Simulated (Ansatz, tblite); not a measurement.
# SiF4: removing and adding an electron

Aim: the energy of removing and adding an electron for SiF4, by energy differences, and how well orbital energies stand in for it.

Method: as each input shows; program: Ansatz 0.2.0, Gaussian basis.

The runs, in order: charge +1 doublet, at the geometry of the singlet (PBE0-D4/def2-TZVP, PBE-D4/def2-TZVP, r2SCAN-D4/def2-TZVP, CCSD(T)/def2-TZVPP); charge -1 doublet, at the geometry of the singlet (PBE0-D4/def2-TZVPD, PBE-D4/def2-TZVPD, r2SCAN-D4/def2-TZVPD); the starting singlet's energies come from earlier runs.

## (1) The structure

The singlet was relaxed beforehand with PBE-D4/def2-SVP.

5 atoms, charge 0, spin multiplicity 1.

Atoms are counted from 1 here; the program's logs count them from 0.

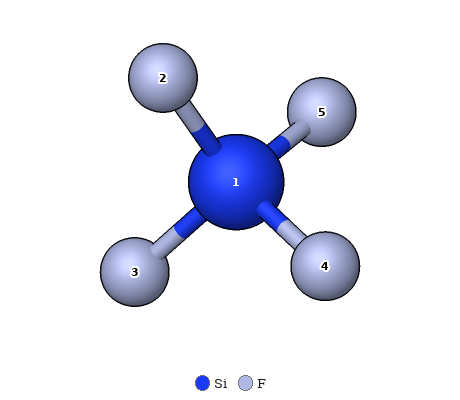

The structure; silicon blue, fluorine light blue; atoms are numbered from 1 in the order of the file.

Coordinates:

```xyz
5
charge 0, multiplicity 1
Si    0.0000    0.0000    0.0000
F     0.0106   -0.0179    1.6026
F     1.5075    0.0105   -0.5441
F    -0.7628    1.3122   -0.5146
F    -0.7553   -1.3048   -0.5439
```

## (2) Charge +1 doublet at the fixed geometry, first pass, PBE0-D4/def2-SVP

Input file in.yaml:

```yaml
crystal:
  periodic: [false, false, false]
  atoms:
    - {symbol: Si, position_ang: [0.000021, -0.000009, 0.000008]}
    - {symbol: F, position_ang: [0.010576, -0.017921, 1.602601]}
    - {symbol: F, position_ang: [1.507535, 0.010469, -0.544076]}
    - {symbol: F, position_ang: [-0.762824, 1.312228, -0.514633]}
    - {symbol: F, position_ang: [-0.755298, -1.304767, -0.543909]}
basis:
  gaussian: {orbitals: def2-SVP}
total_charge: 1
magnetization: {spin_polarized: true, initial_magnetization: 1}
hamiltonian: {xc: pbe0, dispersion: d4}
output: {orbitals: {seedname: orbitals}}
```

The run is started by

```sh
> ansatz run in.yaml --threads 4 --pin off --events-out ev --progress --plain --max-ram 3916MiB
```

The log of the run:

```text
Functional definition: PBE0
  name "PBE0"
  cite "Adamo & Barone, J. Chem. Phys. 110, 6158 (1999) doi:10.1063/1.478522"
  cite "Perdew, Burke & Ernzerhof, Phys. Rev. Lett. 77, 3865 (1996) doi:10.1103/PhysRevLett.77.3865"
  parent pbe
  parameter a = 0.25
  parameter kappa = 0.804
  parameter beta = 0.06672455060314922
  exchange = (1 - a)*pbe_x(kappa = kappa, mu = beta*pi^2/3) + a*exact_x
  correlation = pbe_c(beta = beta)
678 factors; integrals over basis functions are off by at most 4.7e-4 eV
mean field evaluation 1: about -18705.0992 eV, gradient 4.6e1 eV
mean field evaluation 2: about -18699.6487 eV, gradient 6.3e1 eV
mean field evaluation 4: about -18711.5308 eV, gradient 4.7e0 eV
mean field evaluation 8: about -18711.6424 eV, gradient 3.9e-1 eV
mean field evaluation 16: about -18711.6441 eV, gradient 2.0e-2 eV
mean field evaluation 32: about -18711.6443 eV, gradient 1.7e-4 eV
mean field evaluation 64: about -18711.5614 eV, gradient 1.6e0 eV
mean field -18711.64429880 eV, -687.6402447729 hartree, gradient 9.8e-6 eV, S^2 0.756826; 6 other end points of the search recorded, 0 dependent functions left out
reference -18711.64431518 eV, -687.6402453749 hartree; 25, 24 occupied and 49, 50 virtual orbitals, 678 factors
Total energy: -18711.70542008 eV, -687.6424909386 hartree
```

Run time: 3.4 s. Hardware: 4 threads of Arm Neoverse V1, shared host.

HOMO -20.01 eV, LUMO -18.05 eV (over both spins); ⟨S²⟩ 0.757 (pure: 0.75).

## (3) Charge +1 doublet at the fixed geometry, PBE0-D4/def2-TZVP

start.molden holds the orbitals of an earlier run on this state, given as this run's starting guess.

Changes to in.yaml since step 2:

```diff
@@ -9,3 +9,3 @@
 basis:
-  gaussian: {orbitals: def2-SVP}
+  gaussian: {orbitals: def2-TZVP, initial_orbitals: start.molden}
 total_charge: 1
@@ -13,2 +13,3 @@
 hamiltonian: {xc: pbe0, dispersion: d4}
+scf: {omitted_lower_state_checks: [starts]}
 output: {orbitals: {seedname: orbitals}}
```

The command is unchanged.

The log of the run:

```text
Functional definition: PBE0
  name "PBE0"
  cite "Adamo & Barone, J. Chem. Phys. 110, 6158 (1999) doi:10.1063/1.478522"
  cite "Perdew, Burke & Ernzerhof, Phys. Rev. Lett. 77, 3865 (1996) doi:10.1103/PhysRevLett.77.3865"
  parent pbe
  parameter a = 0.25
  parameter kappa = 0.804
  parameter beta = 0.06672455060314922
  exchange = (1 - a)*pbe_x(kappa = kappa, mu = beta*pi^2/3) + a*exact_x
  correlation = pbe_c(beta = beta)
these checks for a lower state are left out or cut short: starts
892 factors; their error is unknown
mean field evaluation 1: about -18722.3988 eV, gradient 1.7e2 eV
mean field evaluation 2: about -18728.4782 eV, gradient 6.7e0 eV
mean field evaluation 4: about -18728.7034 eV, gradient 1.7e-1 eV
mean field evaluation 8: about -18728.7035 eV, gradient 1.6e-5 eV
mean field -18728.70348314 eV, -688.2671582340 hartree, gradient 3.4e-6 eV, S^2 0.757703; 0 other end points of the search recorded, 0 dependent functions left out
reference -18728.70349929 eV, -688.2671588276 hartree; 25, 24 occupied and 136, 137 virtual orbitals, 892 factors
Total energy: -18728.76460419 eV, -688.2694043913 hartree
Checks for a lower state left out: starts
```

Wall time 5.5 s (4 threads of Arm Neoverse V1, shared host); peak memory 0.59 GiB.

From the report: HOMO -19.95 eV, LUMO -17.98 eV (over both spins); ⟨S²⟩ 0.758 (pure: 0.75).

## (4) Charge +1 doublet at the fixed geometry, PBE-D4/def2-TZVP

Changes to in.yaml since step 3:

```diff
@@ -12,3 +12,3 @@
 magnetization: {spin_polarized: true, initial_magnetization: 1}
-hamiltonian: {xc: pbe0, dispersion: d4}
+hamiltonian: {xc: pbe, dispersion: d4}
 scf: {omitted_lower_state_checks: [starts]}
```

Launched as before.

The log of the run:

```text
Functional definition: PBE
  name "PBE"
  cite "Perdew, Burke & Ernzerhof, Phys. Rev. Lett. 77, 3865 (1996) doi:10.1103/PhysRevLett.77.3865"
  parent pbe
  parameter kappa = 0.804
  parameter beta = 0.06672455060314922
  exchange = pbe_x(kappa = kappa, mu = beta*pi^2/3)
  correlation = pbe_c(beta = beta)
these checks for a lower state are left out or cut short: starts
876 factors; their error is unknown
mean field evaluation 1: about -18728.9680 eV, gradient 8.6e0 eV
mean field evaluation 2: about -18729.1069 eV, gradient 1.6e-1 eV
mean field evaluation 4: about -18729.0985 eV, gradient 2.7e-4 eV
mean field evaluation 8: about -18729.0985 eV, gradient 9.8e-6 eV
mean field -18729.09849219 eV, -688.2816745491 hartree, gradient 1.0e-5 eV, S^2 0.752039; 0 other end points of the search recorded, 0 dependent functions left out
reference -18729.09851475 eV, -688.2816753781 hartree; 25, 24 occupied and 136, 137 virtual orbitals, 876 factors
Total energy: -18729.17261419 eV, -688.2843984824 hartree
Checks for a lower state left out: starts
```

Run time: 1.9 s. Hardware: 4 threads of Arm Neoverse V1, shared host.

HOMO -18.18 eV, LUMO -18.10 eV (over both spins); ⟨S²⟩ 0.752 (pure: 0.75).

## (5) Charge +1 doublet at the fixed geometry, r2SCAN-D4/def2-TZVP

Changes to in.yaml since step 4:

```diff
@@ -12,3 +12,3 @@
 magnetization: {spin_polarized: true, initial_magnetization: 1}
-hamiltonian: {xc: pbe, dispersion: d4}
+hamiltonian: {xc: r2scan, dispersion: d4}
 scf: {omitted_lower_state_checks: [starts]}
```

Launched as before.

The log of the run:

```text
Functional definition: r2SCAN
  name "r2SCAN"
  cite "Furness, Kaplan, Ning, Perdew & Sun, J. Phys. Chem. Lett. 11, 8208 (2020) doi:10.1021/acs.jpclett.0c02405"
  cite "Furness, Kaplan, Ning, Perdew & Sun, J. Phys. Chem. Lett. 11, 9248 (2020) doi:10.1021/acs.jpclett.0c03077"
  parent r2scan
  parameter k0 = 0.174
  parameter k1 = 0.065
  parameter a1 = 4.9479
  exchange = r2scan_x(k0 = k0, k1 = k1, a1 = a1)
  correlation = r2scan_c
these checks for a lower state are left out or cut short: starts
876 factors; their error is unknown
mean field evaluation 1: about -18738.0305 eV, gradient 4.6e0 eV
mean field evaluation 2: about -18738.0590 eV, gradient 4.3e-2 eV
mean field evaluation 4: about -18738.0502 eV, gradient 5.8e-5 eV
mean field evaluation 8: about -18738.0502 eV, gradient 1.5e-5 eV
mean field -18738.05016682 eV, -688.6106425239 hartree, gradient 1.6e-6 eV, S^2 0.754154; 0 other end points of the search recorded, 0 dependent functions left out
reference -18738.05017272 eV, -688.6106427409 hartree; 25, 24 occupied and 136, 137 virtual orbitals, 876 factors
Total energy: -18738.06680869 eV, -688.6112541014 hartree
Checks for a lower state left out: starts
```

It took 4.7 s on 4 threads of Arm Neoverse V1, shared host.

HOMO -18.66 eV, LUMO -18.38 eV (over both spins); ⟨S²⟩ 0.754 (pure: 0.75).

## (6) Charge +1 doublet at the fixed geometry, CCSD(T)/def2-TZVPP

Changes to in.yaml since step 5:

```diff
@@ -9,7 +9,7 @@
 basis:
-  gaussian: {orbitals: def2-TZVP, initial_orbitals: start.molden}
+  gaussian: {orbitals: def2-TZVPP, initial_orbitals: start.molden}
 total_charge: 1
 magnetization: {spin_polarized: true, initial_magnetization: 1}
-hamiltonian: {xc: r2scan, dispersion: d4}
-scf: {omitted_lower_state_checks: [starts]}
+correlation: {method: ccsd_t}
+scf: {omitted_lower_state_checks: [starts, cluster_reference]}
 output: {orbitals: {seedname: orbitals}}
```

Same command.

The log of the run, cut to the lines that bear on the results:

```text
Functional definition: HF
  name "HF"
  cite "Fock, Z. Phys. 61, 126 (1930) doi:10.1007/BF01340294"
  parent pbe
[...]
1077 factors; integrals over basis functions are off by at most 1.2e-3 eV
[...]
mean field -18683.44672703 eV, -686.6040031232 hartree, gradient 9.2e-10 eV, S^2 0.754748; 0 other end points of the search recorded, 0 dependent functions left out
9 core orbitals not correlated: weight in the atoms' cores, before any rotation towards them, 1.000 or more for the frozen orbitals, at most 0.000 for the correlated occupied ones
reference -18683.44672703 eV, -686.6040031232 hartree; 16, 15 occupied and 141, 142 virtual orbitals, 1077 factors
second order -28.48874583 eV of doubles, -0.00000000 eV of singles
cycle   1  -28.07533610 eV  change    4.1e-1 eV  update   1.3e-1
[...]
cycle  25  -28.99676233 eV  change   -7.6e-6 eV  update   1.3e-5
perturbative correction -0.99151860 eV, -0.0364376366 hartree
Total energy: -18713.43500796 eV, -687.7060521205 hartree
Checks for a lower state left out: starts, cluster_reference
```

It took 8.7 min on 4 threads of Arm Neoverse V1, shared host; peak memory 2.2 GiB.

Hartree-Fock HOMO -24.41 eV, LUMO -12.47 eV (over both spins); ⟨S²⟩ 0.755 (pure: 0.75); T1 0.063. Doubts: large T1 diagnostic.

## (7) Vertical ionisation energy

Charged state less starting state, singlet to doublet; the starting state's energies are those of its earlier runs.

```csv
level,vertical ionisation energy (eV),time
HF/def2-TZVPP†,+15.38,
PBE-D4/def2-TZVP,+14.34,2.7 s
r2SCAN-D4/def2-TZVP,+14.76,6.7 s
PBE0-D4/def2-TZVP,+15.37,6.5 s
MP2/def2-TZVPP†,+17.07,
CCSD/def2-TZVPP†,+16.54,
CCSD(T)/def2-TZVPP†,+16.40,9.2 min
```

Times add the two runs; a level without a time comes out of a correlated run. † marks a level with a doubtful state (flagged, unstable, out of aufbau order, or strongly spin-contaminated); such levels are left out of the summary. CCSD(T)/def2-TZVPP is no safe reference here (large T1 diagnostic).

Beside −ε(HOMO) of the starting state:

```csv
level,−ε(HOMO) (eV),by difference (eV),mismatch (eV)
PBE-D4/def2-TZVP,10.57,14.34,-3.76
r2SCAN-D4/def2-TZVP,11.13,14.76,-3.62
PBE0-D4/def2-TZVP,12.76,15.37,-2.61
```

## (8) Charge -1 doublet at the fixed geometry, first pass, PBE0-D4/def2-SVP

Changes to in.yaml since step 6:

```diff
@@ -9,7 +9,6 @@
 basis:
-  gaussian: {orbitals: def2-TZVPP, initial_orbitals: start.molden}
-total_charge: 1
+  gaussian: {orbitals: def2-SVP}
+total_charge: -1
 magnetization: {spin_polarized: true, initial_magnetization: 1}
-correlation: {method: ccsd_t}
-scf: {omitted_lower_state_checks: [starts, cluster_reference]}
+hamiltonian: {xc: pbe0, dispersion: d4}
 output: {orbitals: {seedname: orbitals}}
```

Same command.

The log of the run:

```text
Functional definition: PBE0
  name "PBE0"
  cite "Adamo & Barone, J. Chem. Phys. 110, 6158 (1999) doi:10.1063/1.478522"
  cite "Perdew, Burke & Ernzerhof, Phys. Rev. Lett. 77, 3865 (1996) doi:10.1103/PhysRevLett.77.3865"
  parent pbe
  parameter a = 0.25
  parameter kappa = 0.804
  parameter beta = 0.06672455060314922
  exchange = (1 - a)*pbe_x(kappa = kappa, mu = beta*pi^2/3) + a*exact_x
  correlation = pbe_c(beta = beta)
678 factors; integrals over basis functions are off by at most 4.7e-4 eV
mean field evaluation 1: about -18723.7296 eV, gradient 1.4e1 eV
mean field evaluation 2: about -18723.5678 eV, gradient 1.7e1 eV
mean field evaluation 4: about -18724.4536 eV, gradient 2.4e-1 eV
mean field evaluation 8: about -18724.4973 eV, gradient 1.8e-2 eV
mean field evaluation 16: about -18724.4973 eV, gradient 5.0e-6 eV
mean field -18724.49731614 eV, -688.1125844479 hartree, gradient 5.0e-6 eV, S^2 0.751373; 0 other end points of the search recorded, 0 dependent functions left out
reference -18724.49734677 eV, -688.1125855736 hartree; 26, 25 occupied and 48, 49 virtual orbitals, 678 factors
Total energy: -18724.57926092 eV, -688.1155958633 hartree
```

Run time: 0.95 s. Hardware: 4 threads of Arm Neoverse V1, shared host.

HOMO 4.62 eV, LUMO 6.91 eV (over both spins); ⟨S²⟩ 0.751 (pure: 0.75). Doubts: highest occupied level lies above zero.

## (9) Charge -1 doublet at the fixed geometry, PBE0-D4/def2-TZVPD

Changes to in.yaml since step 8:

```diff
@@ -9,3 +9,3 @@
 basis:
-  gaussian: {orbitals: def2-SVP}
+  gaussian: {orbitals: def2-TZVPD, initial_orbitals: start.molden}
 total_charge: -1
@@ -13,2 +13,3 @@
 hamiltonian: {xc: pbe0, dispersion: d4}
+scf: {omitted_lower_state_checks: [starts]}
 output: {orbitals: {seedname: orbitals}}
```

Launched as before.

The log of the run:

```text
Functional definition: PBE0
  name "PBE0"
  cite "Adamo & Barone, J. Chem. Phys. 110, 6158 (1999) doi:10.1063/1.478522"
  cite "Perdew, Burke & Ernzerhof, Phys. Rev. Lett. 77, 3865 (1996) doi:10.1103/PhysRevLett.77.3865"
  parent pbe
  parameter a = 0.25
  parameter kappa = 0.804
  parameter beta = 0.06672455060314922
  exchange = (1 - a)*pbe_x(kappa = kappa, mu = beta*pi^2/3) + a*exact_x
  correlation = pbe_c(beta = beta)
these checks for a lower state are left out or cut short: starts
1084 factors; their error is unknown
mean field evaluation 1: about -18734.8545 eV, gradient 1.7e2 eV
mean field evaluation 2: about -18741.8376 eV, gradient 8.7e0 eV
mean field evaluation 4: about -18743.4578 eV, gradient 1.6e-1 eV
mean field evaluation 8: about -18743.4991 eV, gradient 1.2e-5 eV
mean field -18743.49909866 eV, -688.8108870756 hartree, gradient 2.4e-5 eV, S^2 0.750374; 0 other end points of the search recorded, 0 dependent functions left out
reference -18743.49912493 eV, -688.8108880410 hartree; 26, 25 occupied and 177, 178 virtual orbitals, 1084 factors
Total energy: -18743.58103908 eV, -688.8138983307 hartree
Checks for a lower state left out: starts
```

Run time: 4.9 s. Hardware: 4 threads of Arm Neoverse V1, shared host; peak memory 0.61 GiB.

From the report: HOMO 1.89 eV, LUMO 3.27 eV (over both spins); ⟨S²⟩ 0.750 (pure: 0.75). Doubts: highest occupied level lies above zero.

## (10) Charge -1 doublet at the fixed geometry, PBE-D4/def2-TZVPD

Changes to in.yaml since step 9:

```diff
@@ -12,3 +12,3 @@
 magnetization: {spin_polarized: true, initial_magnetization: 1}
-hamiltonian: {xc: pbe0, dispersion: d4}
+hamiltonian: {xc: pbe, dispersion: d4}
 scf: {omitted_lower_state_checks: [starts]}
```

The command is unchanged.

The log of the run:

```text
Functional definition: PBE
  name "PBE"
  cite "Perdew, Burke & Ernzerhof, Phys. Rev. Lett. 77, 3865 (1996) doi:10.1103/PhysRevLett.77.3865"
  parent pbe
  parameter kappa = 0.804
  parameter beta = 0.06672455060314922
  exchange = pbe_x(kappa = kappa, mu = beta*pi^2/3)
  correlation = pbe_c(beta = beta)
these checks for a lower state are left out or cut short: starts
1063 factors; their error is unknown
mean field evaluation 1: about -18742.9079 eV, gradient 8.7e0 eV
mean field evaluation 2: about -18743.0528 eV, gradient 1.6e-1 eV
mean field evaluation 4: about -18743.0511 eV, gradient 1.2e-3 eV
mean field -18743.05112884 eV, -688.7944244886 hartree, gradient 2.0e-5 eV, S^2 0.750319; 0 other end points of the search recorded, 0 dependent functions left out
reference -18743.05116500 eV, -688.7944258172 hartree; 26, 25 occupied and 177, 178 virtual orbitals, 1063 factors
Total energy: -18743.15041685 eV, -688.7980732556 hartree
Checks for a lower state left out: starts
```

Run time: 2.9 s. Hardware: 4 threads of Arm Neoverse V1, shared host.

From the report: HOMO 2.26 eV, LUMO 2.69 eV (over both spins); ⟨S²⟩ 0.750 (pure: 0.75). Doubts: highest occupied level lies above zero.

## (11) Charge -1 doublet at the fixed geometry, r2SCAN-D4/def2-TZVPD

Changes to in.yaml since step 10:

```diff
@@ -12,3 +12,3 @@
 magnetization: {spin_polarized: true, initial_magnetization: 1}
-hamiltonian: {xc: pbe, dispersion: d4}
+hamiltonian: {xc: r2scan, dispersion: d4}
 scf: {omitted_lower_state_checks: [starts]}
```

Launched as before.

The log of the run:

```text
Functional definition: r2SCAN
  name "r2SCAN"
  cite "Furness, Kaplan, Ning, Perdew & Sun, J. Phys. Chem. Lett. 11, 8208 (2020) doi:10.1021/acs.jpclett.0c02405"
  cite "Furness, Kaplan, Ning, Perdew & Sun, J. Phys. Chem. Lett. 11, 9248 (2020) doi:10.1021/acs.jpclett.0c03077"
  parent r2scan
  parameter k0 = 0.174
  parameter k1 = 0.065
  parameter a1 = 4.9479
  exchange = r2scan_x(k0 = k0, k1 = k1, a1 = a1)
  correlation = r2scan_c
these checks for a lower state are left out or cut short: starts
1063 factors; their error is unknown
mean field evaluation 1: about -18752.1483 eV, gradient 4.6e0 eV
mean field evaluation 2: about -18752.1752 eV, gradient 4.4e-2 eV
mean field evaluation 4: about -18752.1747 eV, gradient 4.1e-4 eV
mean field evaluation 8: about -18752.1747 eV, gradient 1.2e-5 eV
mean field -18752.17466752 eV, -689.1297083509 hartree, gradient 1.5e-5 eV, S^2 0.750451; 0 other end points of the search recorded, 0 dependent functions left out
reference -18752.17468847 eV, -689.1297091208 hartree; 26, 25 occupied and 177, 178 virtual orbitals, 1063 factors
Total energy: -18752.19720975 eV, -689.1305367626 hartree
Checks for a lower state left out: starts
```

It took 12 s on 4 threads of Arm Neoverse V1, shared host.

From the report: HOMO 2.24 eV, LUMO 2.85 eV (over both spins); ⟨S²⟩ 0.750 (pure: 0.75). Doubts: highest occupied level lies above zero.

## (12) Vertical electron affinity

Starting state less charged state (positive: the electron is bound), singlet to doublet; the starting state's energies are those of its earlier runs.

```csv
level,vertical electron affinity (eV),time
PBE-D4/def2-TZVPD,-0.44,4.3 s
r2SCAN-D4/def2-TZVPD,-0.68,15 s
PBE0-D4/def2-TZVPD,-0.61,6.8 s
```

Times add the two runs; a level without a time comes out of a correlated run.

Beside −ε(LUMO) of the starting state:

```csv
level,−ε(LUMO) (eV),by difference (eV),mismatch (eV)
PBE-D4/def2-TZVPD,1.60,-0.44,+2.04
r2SCAN-D4/def2-TZVPD,0.95,-0.68,+1.64
PBE0-D4/def2-TZVPD,0.71,-0.61,+1.32
```

## (13) Results

| quantity | value |
| --- | --- |
| vertical ionisation energy, functionals in def2-TZVP | 14.34 (PBE-D4) to 15.37 eV (PBE0-D4) |
| vertical electron affinity, functionals in def2-TZVPD | -0.68 (r2SCAN-D4) to -0.44 eV (PBE-D4) |

What this shows: The vertical ionisation energy spans 14.34 to 15.37 eV over the functionals. −ε(HOMO) misses the level's own difference by -2.61 eV at best (PBE0-D4) and -3.76 eV at worst (PBE-D4). The vertical electron affinity spans -0.68 to -0.44 eV over the functionals. A negative affinity means an unbound electron, held by the basis alone. −ε(LUMO) misses the level's own difference by +1.32 eV at best (PBE0-D4) and +2.04 eV at worst (PBE-D4).
